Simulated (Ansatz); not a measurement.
C$_{3}$H$_{9}$NSi: several calculations on one system

### Relaxation

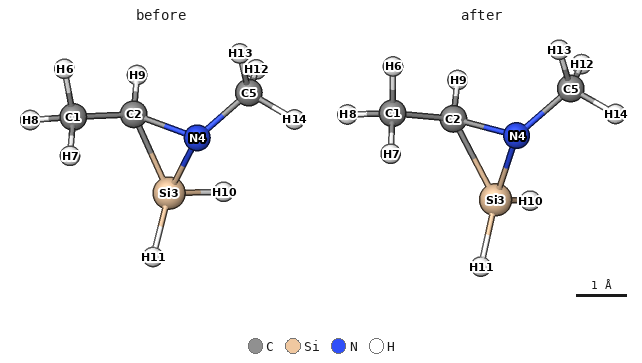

The structure of C3H9NSi before (left) and after (right) a relaxation, at one scale.

Style: ball-and-stick. Shown at a tilt.

The run prepares an end point of a later path (torsion) calculation, from a guessed geometry.

The calculation used Ansatz, RKS PBE0-D4/6-31G.

The input:
```yaml
crystal:
  periodic: [false, false, false]
  atoms:
    - { symbol: C, position_ang: [-1.7363, 0.5536, -0.5074] }
    - { symbol: C, position_ang: [-0.4591, -0.0695, -0.5237] }
    - { symbol: Si, position_ang: [-0.1638, -1.4708, 0.6408] }
    - { symbol: "N", position_ang: [0.5145, 0.1266, 0.592] }
    - { symbol: C, position_ang: [1.7786, 0.5335, 0.1902] }
    - { symbol: H, position_ang: [-1.711, 1.5896, -1.014] }
    - { symbol: H, position_ang: [-2.1557, 0.7715, 0.4919] }
    - { symbol: H, position_ang: [-2.4758, 0.0184, -1.0837] }
    - { symbol: H, position_ang: [-0.0528, -0.1974, -1.4756] }
    - { symbol: H, position_ang: [1.042, -2.3508, 0.4494] }
    - { symbol: H, position_ang: [-0.9623, -1.5901, 1.9029] }
    - { symbol: H, position_ang: [2.2079, -0.0088, -0.626] }
    - { symbol: H, position_ang: [1.7189, 1.6297, -0.0755] }
    - { symbol: H, position_ang: [2.4421, 0.4352, 1.0675] }
basis:
  gaussian: { orbitals: "6-31G" }
hamiltonian:
  xc: pbe0
  dispersion: d4
relax:
  f_tol: 0.015
  max_steps: 40
```

Command:
```bash
ansatz run input.yaml --threads 1 --pin off --max-ram 2048MiB --backend cpu --events-out ev --progress --plain --runs-dir out
```

### What changed between the two?

The atom that moves furthest after the best rigid fit is H10 (0.45 Å). By element the largest moves are H 0.45 Å, Si 0.17 Å, C 0.15 Å, N 0.06 Å. Some distances before and after: C1–C2 1.421 → 1.506 Å, Si3–N4 1.736 → 1.805 Å, C2–Si3 1.846 → 1.911 Å, N4–C5 1.387 → 1.450 Å. Among the angles between lasting bonds that change: N4–Si3–H10 102.8° → 118.7°, N4–Si3–H11 107.8° → 116.6°, C1–C2–Si3 118.0° → 125.5°. The energy falls by 19.6 kcal/mol in 6 accepted moves (8 points after the start). Largest force component: 3.8 eV/Å at the start, 0.012 eV/Å at the end. The line search rejected the trial steps at points 4, 7 of the run.

### Relaxation

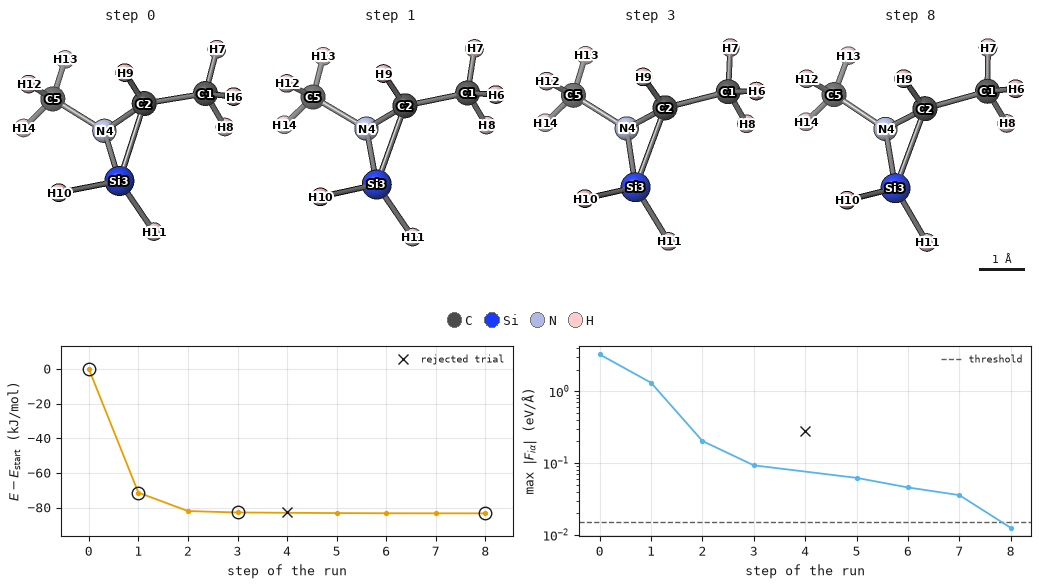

Frames of a relaxation of C₃H₉NSi, marked on the history of the run. A ball-and-stick model, seen at a tilt.

The run prepares an end point of a later path (torsion) calculation, from a guessed geometry.

Theory: RKS PBE0-D4/6-31G (Ansatz). Set-up: no spin polarisation; force threshold 0.015 eV/Å; at most 40 steps.

> What happens along the run?

After 7 accepted moves (8 points after the start) the energy has fallen by 83.3 kJ/mol. The largest force component goes from 3.3 to 0.013 eV/Å. The line search rejected the trial step at point 4 of the run. The largest move after the best rigid fit is that of H10, 0.45 Å. By element the largest moves are H 0.45 Å, Si 0.19 Å, C 0.16 Å, N 0.06 Å. Some distances before and after: C1–C2 1.421 → 1.506 Å, Si3–N4 1.736 → 1.804 Å, C2–Si3 1.846 → 1.910 Å, N4–C5 1.387 → 1.451 Å. Bond angles that change, for instance: N4–Si3–H10 102.8° → 118.9°, N4–Si3–H11 107.8° → 116.5°, C1–C2–Si3 118.0° → 125.5°. The run took 43 s on 1 thread of Arm Neoverse V1 (shared host), peak memory 0.16 GiB. From step 0 to 1: H10 moves most (0.19 Å), energy −71.4 kJ/mol. From step 1 to 3: H10 moves most (0.18 Å), energy −11.5 kJ/mol. From step 3 to 8: H10 moves most (0.09 Å), energy −0.50 kJ/mol.

### Path

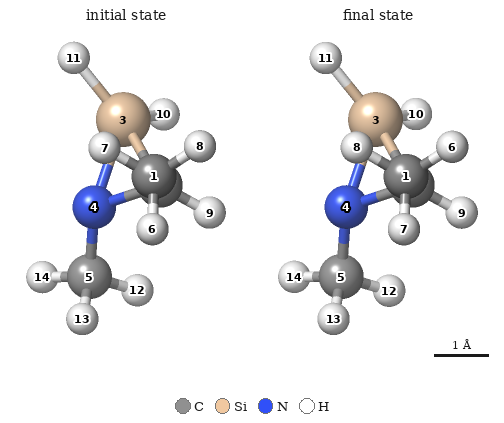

The two relaxed end points of a path for C3H9NSi. Style: ball-and-stick. Shown from a free direction.

The calculation used RKS PBE0-D4/6-31G (Ansatz).

Input
```yaml
crystal:
  periodic: [false, false, false]
  atoms:
    - { symbol: C, position_ang: [-1.755736, 0.638585, -0.550628] }
    - { symbol: C, position_ang: [-0.496836, -0.187068, -0.505171] }
    - { symbol: Si, position_ang: [-0.101652, -1.535327, 0.789648] }
    - { symbol: "N", position_ang: [0.497426, 0.149026, 0.542168] }
    - { symbol: C, position_ang: [1.800691, 0.684647, 0.199035] }
    - { symbol: H, position_ang: [-1.555053, 1.625582, -0.989444] }
    - { symbol: H, position_ang: [-2.149401, 0.796717, 0.457443] }
    - { symbol: H, position_ang: [-2.526335, 0.147808, -1.155424] }
    - { symbol: H, position_ang: [-0.064898, -0.400529, -1.493389] }
    - { symbol: H, position_ang: [0.759411, -2.68012, 0.338367] }
    - { symbol: H, position_ang: [-0.872021, -1.794272, 2.04308] }
    - { symbol: H, position_ang: [2.303718, 0.14161, -0.621271] }
    - { symbol: H, position_ang: [1.700007, 1.733286, -0.105476] }
    - { symbol: H, position_ang: [2.447879, 0.650752, 1.07986] }
basis:
  gaussian: { orbitals: "6-31G" }
hamiltonian:
  xc: pbe0
  dispersion: d4
neb:
  order_check: false
  images: 9
  f_tol: 0.05
  max_iterations: 37
  initial_path: idpp
  final_atoms:
    - { symbol: C, position_ang: [-1.74273542, 0.66160987, -0.56211302] }
    - { symbol: C, position_ang: [-0.47569177, -0.1522068, -0.53748698] }
    - { symbol: Si, position_ang: [-0.10775421, -1.59686586, 0.65696268] }
    - { symbol: "N", position_ang: [0.47660493, 0.10796966, 0.56949809] }
    - { symbol: C, position_ang: [1.78244862, 0.68921388, 0.32233174] }
    - { symbol: H, position_ang: [-2.48022513, 0.21651649, -1.23918843] }
    - { symbol: H, position_ang: [-1.53958805, 1.68583863, -0.9039162] }
    - { symbol: H, position_ang: [-2.17984711, 0.72618408, 0.43828348] }
    - { symbol: H, position_ang: [-0.00584171, -0.28022312, -1.52366795] }
    - { symbol: H, position_ang: [0.77883279, -2.69596697, 0.14508883] }
    - { symbol: H, position_ang: [-0.91653169, -1.96350185, 1.85820833] }
    - { symbol: H, position_ang: [2.32291275, 0.22748974, -0.52399133] }
    - { symbol: H, position_ang: [1.67601097, 1.75989516, 0.10889517] }
    - { symbol: H, position_ang: [2.39860503, 0.5847441, 1.21989359] }
```

Run as
```bash
ansatz run input.yaml --threads 1 --pin off --max-ram 2048MiB --backend cpu --events-out ev --progress --plain --runs-dir out
```

Question: What barrier does the band find between them, and by what path?

Answer: The barrier is about 2.46 kcal/mol in both directions, with image 5 at the top; the ends have the same energy. The motion is a rotation about the C1–C2 bond by about 120°. No bond forms or breaks between the ends. Among the angles between lasting bonds that change up to the highest image: C2–C1–H8 111.0° → 113.0°. The band converged in 4 iterations. The largest component of the band force went from 0.63 to 0.027 eV/Å. The climbing image converged on the top of the path. Its vibrational analysis gives one imaginary mode (209i cm⁻¹), as a transition state must have.

Energies of the converged images:

| image | path (Å) | E (kcal/mol) |
| --- | --- | --- |
| 0 | 0.00 | 0.00 |
| 1 | 0.36 | 0.22 |
| 2 | 0.71 | 0.82 |
| 3 | 1.07 | 1.58 |
| 4 | 1.42 | 2.21 |
| 5 | 1.78 | 2.46 |
| 6 | 2.13 | 2.22 |
| 7 | 2.48 | 1.59 |
| 8 | 2.84 | 0.83 |
| 9 | 3.19 | 0.23 |
| 10 | 3.54 | 0.00 |

The geometry at the top of the path:

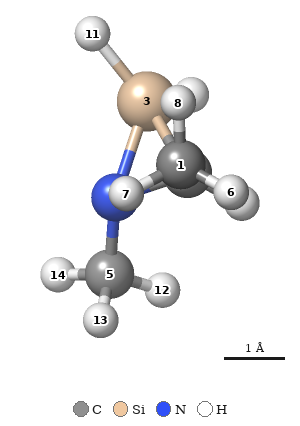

Cost: 3.2 min on 1 thread of Arm Neoverse V1, with other jobs on the host, peak memory 0.16 GiB.
